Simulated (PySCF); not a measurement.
```xyz
10

O    -2.7958    0.9380   -0.0394
C    -2.0507   -0.0185   -0.1020
O    -2.2176   -1.2189   -0.2333
C    -0.4428    0.3624    0.0141
N    -0.0766    1.5775    0.1574
Se    1.7628    1.7670    0.2643
C     1.8336   -0.0780    0.0768
F     2.9922   -0.7579    0.0618
C     0.5872   -0.6244   -0.0388
F     0.4165   -1.9426   -0.1833
```

Geometry: GFN2-xTB.

Theory: PBE0/def2-SVPD, SCF density, gas phase in PySCF.

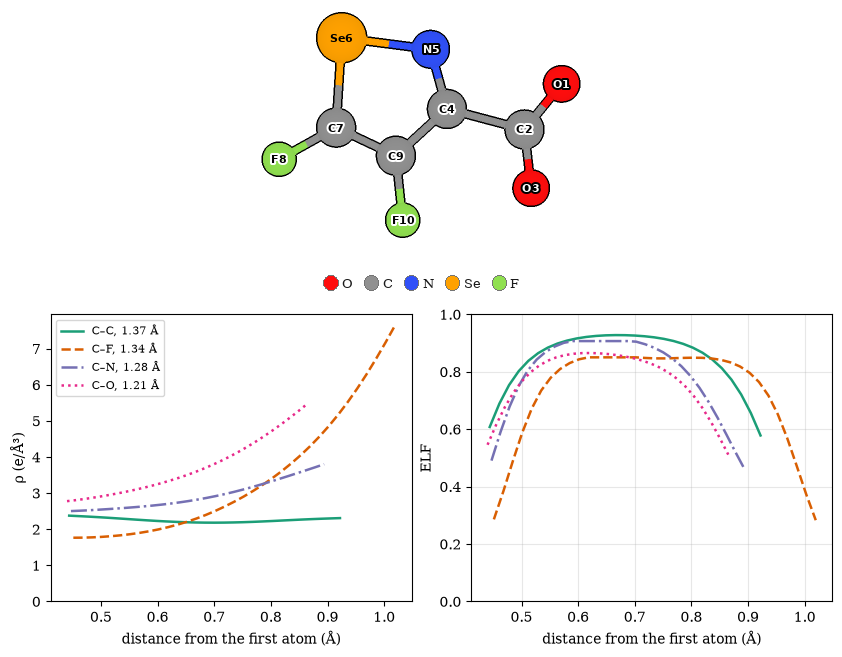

C4F2NO2Se (charge −1). Electron density and ELF along straight lines between neighbouring atoms. The curves leave out the atomic cores. The structure is drawn too.

Q: What kind of bonding do the profiles show?

A: C–C (1.37 Å): ρ at the midpoint is about 2.2 e/Å³; the ELF peaks at about 0.95 between the atoms (localised, covalent bonding).
C–F (1.34 Å): the density is about 2.3 e/Å³ at the midpoint; the ELF peaks at about 0.85 between the atoms: a polar covalent bond.
C–N (1.28 Å): ρ is about 2.7 e/Å³ halfway; the ELF peaks at about 0.90 between the atoms; a covalent bond.
C–O (1.21 Å): ρ at the midpoint is about 3.3 e/Å³; the ELF peaks at about 0.85 between the atoms; a multiple bond.
